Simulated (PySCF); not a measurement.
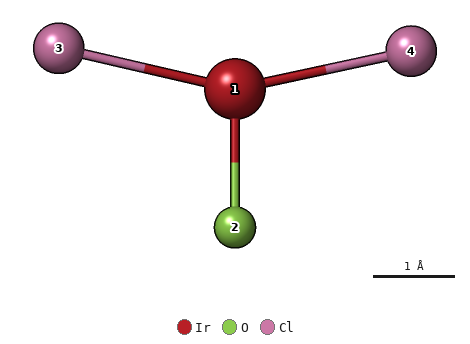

**Figure 1.** The input geometry (ball-and-stick view, seen on its broad side; atoms are numbered from 1 in the order of the input). Sticks mark near contacts.

## Frequency calculation, with input and output: IrOCl2

IrOCl2, multiplicity 4, computed with UKS-based B3LYP, Ir def2-SVP with ECP60, O def2-SVP, Cl def2-SVP; non-relativistic Hamiltonian with a scalar-relativistic core potential; density fitting (PySCF 2.14.0).

**Output**
```
init E= -1099.68107028436
  alpha nocc = 31  HOMO = -0.277446350952899  LUMO = -0.11913972086203
  beta  nocc = 28  HOMO = -0.307379443068918  LUMO = -0.19940988473834
  HOMO = -0.277446350953  LUMO = -0.199409884738  gap/eV = 2.12348
cycle= 1 E= -1099.68107028426  delta_E= 1.09e-10  |g|= 1.7e-05  |ddm|= 1.67e-05
  alpha nocc = 31  HOMO = -0.277447596311084  LUMO = -0.119141012159551
  beta  nocc = 28  HOMO = -0.307378743711021  LUMO = -0.199408169434667
  HOMO = -0.277447596311  LUMO = -0.199408169435  gap/eV = 2.12356
cycle= 2 E= -1099.68107028258  delta_E= 1.68e-09  |g|= 6.65e-05  |ddm|= 5.75e-05
  alpha nocc = 31  HOMO = -0.277447372750447  LUMO = -0.119140925275054
  beta  nocc = 28  HOMO = -0.307380550943367  LUMO = -0.199410274619034
  HOMO = -0.27744737275  LUMO = -0.199410274619  gap/eV = 2.12350
cycle= 3 E= -1099.68107028436  delta_E= -1.77e-09  |g|= 7.07e-06  |ddm|= 4.54e-05
  alpha nocc = 31  HOMO = -0.277446812120876  LUMO = -0.119140247343112
  beta  nocc = 28  HOMO = -0.307379627514112  LUMO = -0.199409700206223
  HOMO = -0.277446812121  LUMO = -0.199409700206  gap/eV = 2.12350
cycle= 4 E= -1099.68107028438  delta_E= -2.23e-11  |g|= 2.18e-07  |ddm|= 7.18e-06
  alpha nocc = 31  HOMO = -0.277446818768164  LUMO = -0.119140244147053
  beta  nocc = 28  HOMO = -0.307379624517069  LUMO = -0.199409706783515
  HOMO = -0.277446818768  LUMO = -0.199409706784  gap/eV = 2.12350
Extra cycle  E= -1099.68107028438  delta_E= -9.09e-13  |g|= 1.67e-07  |ddm|= 6.23e-07
converged SCF energy = -1099.68107028438  <S^2> = 3.7619394  2S+1 = 4.0059653
```

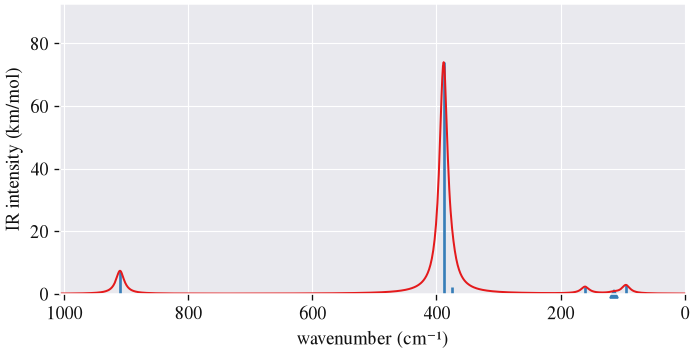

**Figure 2.** Harmonic infrared spectrum, unscaled: sticks (degenerate modes added up, dark ones marked on the axis) with a Lorentzian envelope of 16 cm⁻¹ full width, scaled to the tallest stick. 6 modes from 95 to 910 cm⁻¹, none imaginary. The strongest line is at 388 cm⁻¹ (74 km/mol). All modes, in cm⁻¹ (km/mol): 95 (2.7), 114 (0.3), 161 (2.2), 374 (2.1), 388 (74), 910 (7.4).

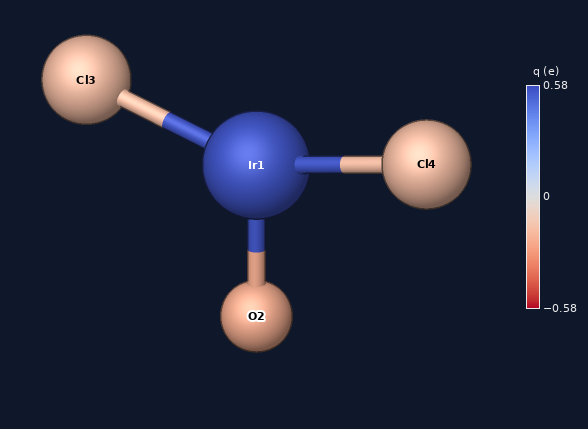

**Figure 3.** Mulliken charges, as the colour of each atom (ball-and-stick view, seen at a tilt; atoms are numbered from 1 in the order of the input). By element: Ir +0.55, O −0.22 and Cl −0.17 e.

This output came from the following input.

**Input file**
```python
from pyscf import gto, scf, dft
mol = gto.M(atom='''
Ir     0.000000     0.000000     0.025432
O      0.000000     0.000000     1.766834
Cl     2.200319     0.000000    -0.469198
Cl    -2.200319     0.000000    -0.469198''',
    basis={'Ir': 'def2-SVP', 'O': 'def2-SVP', 'Cl': 'def2-SVP'},
    ecp={'Ir': 'def2-SVP'},
    charge=0, spin=3)
mf = dft.UKS(mol, xc='B3LYP')
mf.grids.atom_grid = (75, 302)
aux = {'Ir': 'def2-universal-JKFIT', 'O': 'def2-universal-JKFIT', 'Cl': 'def2-universal-JKFIT'}
mf = mf.density_fit(auxbasis=aux)
mf.conv_tol = 1e-09
mf.diis_space = 10
mf.max_cycle = 60
mf.verbose = 4
mf.kernel()
```

The script is an equivalent of the set-up of the self-consistent field. The run itself was carried out by a driver, which started from the orbitals of the step before it where there was one and computed the further properties.

Launch command:
```bash
OMP_NUM_THREADS=2 python axn.py task.json out
```

**Key numbers**

| quantity | value |
| --- | --- |
| outcome | converged |
| total energy | −1099.681070 hartree |
| ⟨S²⟩ | 3.762 |
| zero-point energy | 0.004653 hartree |
| dipole moment | 1.48 D |
| wavenumbers, lowest and highest | 95 and 910 cm⁻¹ |
| hardware | 2 threads of Arm Neoverse V1, 24 GiB of memory available, shared host |
| wall time | 3.3 min (CPU time 4.5 min) |
| peak memory | 0.97 GiB |
